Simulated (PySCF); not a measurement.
# One shape, several levels: TiNH3Cl2O (SMILES [NH2][Ti]([OH])([Cl])[Cl])

Aim: a comparison of 4 runs (HF/STO-3G, HF/def2-SVP, B3LYP/6-31G*, SVWN5/def2-SVP) of TiNH3Cl2O. 

The calculation is run with PySCF 2.14.0.

### Step 1. Starting point

The species is TiNH3Cl2O (8 atoms), meant as a singlet with charge 0. As SMILES, `[NH2][Ti]([OH])([Cl])[Cl]`. The shape is that of a PBE0-D4/def2-TZVP optimisation. This is one conformer, not always the lowest.

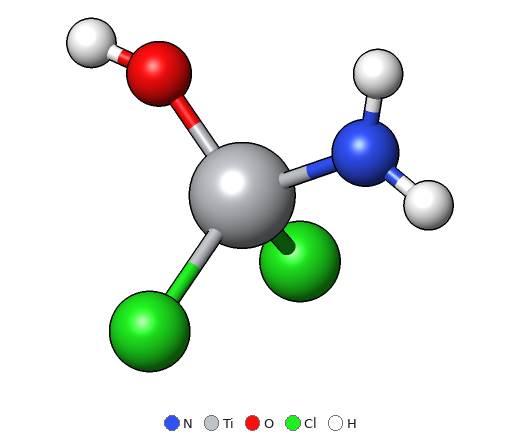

The structure, seen from a chosen angle (nitrogen blue, titanium light grey, oxygen red, chlorine green, hydrogen white).

### Step 2. Energy and forces at HF/STO-3G (run 1)

The input, mol.xyz:

```xyz
8

N     -0.674600     1.010400     0.729100
Ti     0.075200    -0.187600    -0.461900
O      1.095500    -1.252100     0.492700
Cl    -1.525600    -1.298800    -1.500100
Cl     1.236800     0.910800    -1.985000
H     -0.496600     1.007400     1.723900
H     -1.312600     1.751500     0.471200
H      1.694100    -1.998700     0.474300
```

The input, run.py:

```python
from pyscf import gto, scf

mol = gto.M(
    atom='mol.xyz',
    basis='sto-3g',
    max_memory=1860,
    verbose=3,
)

mf = scf.RHF(mol)
mf.conv_tol = 1e-10
mf.kernel()
if not mf.converged:
    mf = mf.newton().run(mf.mo_coeff, mf.mo_occ)

energy = mf.e_tot
print('Final energy', energy)
grad = mf.nuc_grad_method().kernel()
dip = mf.dip_moment()
pop, q = mf.mulliken_pop()
```

Started as:

```
$ OMP_NUM_THREADS=1 python run.py
```

What it wrote:

```text
converged SCF energy = -1878.66175810959
Final energy -1878.6617581095911
[... 8 lines left out ...]
Dipole moment(X, Y, Z, Debye):  1.04833, -0.50159,  3.64493
[... 58 lines left out ...]
charge of    7H =      0.24789
```

Run time: 11 s. Hardware: 1 thread of Intel Xeon at 2.50GHz (Skylake/Cascade Lake), shared host; peak memory 0.12 GiB.

### Step 3. Energy and forces at HF/def2-SVP (run 2)

The input, run.py:

```python
# [NH2][Ti]([OH])([Cl])[Cl]
import pyscf.grad
from pyscf import gto, scf

system = gto.M(
    atom='''
N     -1.274809     1.909379     1.377799
Ti     0.142107    -0.354513    -0.872864
O      2.070195    -2.366126     0.931068
Cl    -2.882966    -2.454376    -2.834778
Cl     2.337213     1.721163    -3.751106
H     -0.938438     1.903710     3.257699
H     -2.480455     3.309855     0.890439
H      3.201385    -3.776996     0.896297
''',
    charge=0,
    unit='bohr',
    verbose=3,
    max_memory=1860,
    basis='def2-svp',
)

hf = scf.RHF(system)
hf.conv_tol = 1e-10
hf.kernel()
if not hf.converged:
    hf = hf.newton().run(hf.mo_coeff, hf.mo_occ)

etot = hf.e_tot
print('E(%s) = %.9f' % ('HF', etot))
grad = hf.Gradients().kernel()
hf.analyze()
```

Started as:

```
$ OMP_NUM_THREADS=1 python run.py
```

What it wrote:

```text
converged SCF energy = -1898.16375078328
[... 24 lines left out ...]
MO #15  energy= -8.00730788361144  occ= 2
[... 18 lines left out ...]
MO #34  energy= -0.47419437381285  occ= 2
[... 18 lines left out ...]
MO #53  energy= 0.735936170434357  occ= 0
[... 18 lines left out ...]
MO #72  energy= 1.16236057322258   occ= 0
[... 18 lines left out ...]
MO #91  energy= 1.89707497316852   occ= 0
[... 18 lines left out ...]
MO #110 energy= 4.14992636527151   occ= 0
[... 9 lines left out ...]
Dipole moment(X, Y, Z, Debye):  0.56215, -0.03848,  2.97563
```

Run time: 47 s. Hardware: 1 thread of Intel Xeon at 2.50GHz (Skylake/Cascade Lake), shared host; peak memory 0.26 GiB.

Run 3 isn't shown in full; the table further down has it.

### Step 4. Energy and forces at SVWN5/def2-SVP (run 4)

The input, geometry.xyz:

```xyz
8
Cl2H3NOTi
N     -0.674600     1.010400     0.729100
Ti     0.075200    -0.187600    -0.461900
O      1.095500    -1.252100     0.492700
Cl    -1.525600    -1.298800    -1.500100
Cl     1.236800     0.910800    -1.985000
H     -0.496600     1.007400     1.723900
H     -1.312600     1.751500     0.471200
H      1.694100    -1.998700     0.474300
```

The input, run.py:

```python
from pyscf import gto, dft

mol = gto.Mole()
mol.atom = 'geometry.xyz'
mol.max_memory = 1860
mol.charge = 0
mol.verbose = 3
mol.spin = 0
mol.basis = 'def2-svp'
mol.build()

ks = dft.RKS(mol)
ks.xc = 'svwn'
ks.grids.level = 5
ks.conv_tol = 1e-10
ks.kernel()
if not ks.converged:
    ks = ks.newton().run(ks.mo_coeff, ks.mo_occ)

etot = ks.e_tot
print('E = %.10f Eh' % etot)
grad = ks.nuc_grad_method().kernel()
ks.analyze()
```

Started as:

```
$ OMP_NUM_THREADS=1 python run.py
```

What it wrote:

```text
converged SCF energy = -1895.42105832296
[... 24 lines left out ...]
MO #15  energy= -6.96992304603399  occ= 2
[... 18 lines left out ...]
MO #34  energy= -0.283506817542348 occ= 2
[... 18 lines left out ...]
MO #53  energy= 0.493161692602757  occ= 0
[... 18 lines left out ...]
MO #72  energy= 0.865855594870478  occ= 0
[... 18 lines left out ...]
MO #91  energy= 1.60831192667522   occ= 0
[... 18 lines left out ...]
MO #110 energy= 3.65710145510185   occ= 0
[... 9 lines left out ...]
Dipole moment(X, Y, Z, Debye):  0.60146, -0.09436,  2.94347
```

It took 68 s on 1 thread of Intel Xeon at 2.50GHz (Skylake/Cascade Lake), shared host; peak memory 0.63 GiB.

### Step 5. All runs side by side

```
run                               level  integration grid   energy (Eh)  dipole moment (D)  HOMO energy (eV)  LUMO energy (eV)  wall time
  1                           HF/STO-3G                 –  -1878.661758               3.83             -9.31              6.72       11 s
  2                         HF/def2-SVP                 –  -1898.163751               3.03            -11.30              1.55       47 s
  3  B3LYP/6-31G* (spherical functions)                 5  -1901.808262               3.50             -7.72             -2.76    2.4 min
  4                      SVWN5/def2-SVP                 5  -1895.421058               3.01             -6.50             -3.33       68 s
```

### Step 6. Summary of results

| quantity | value |
| --- | --- |
| run 4: total energy | -1895.42106 Eh |
| run 4: dipole moment | 3.01 D |
| run 4: HOMO energy | -6.50 eV |
| run 4: LUMO energy | -3.33 eV |
| run 4: HOMO–LUMO gap | 3.18 eV |
| run 4: largest force on an atom | 1.490 eV/Å |

**Reading.** The dipole moment (its size) runs from 3.01 D (SVWN5/def2-SVP) to 3.83 D (HF/STO-3G). The two ends differ in method and basis. The HOMO–LUMO gap runs from 3.18 eV (SVWN5/def2-SVP) to 16.03 eV (HF/STO-3G). Totals of different functionals can't be ranked against each other. In run 1 the basis is minimal, so the values are rough. All runs together took 4.5 min, the longest 2.4 min.
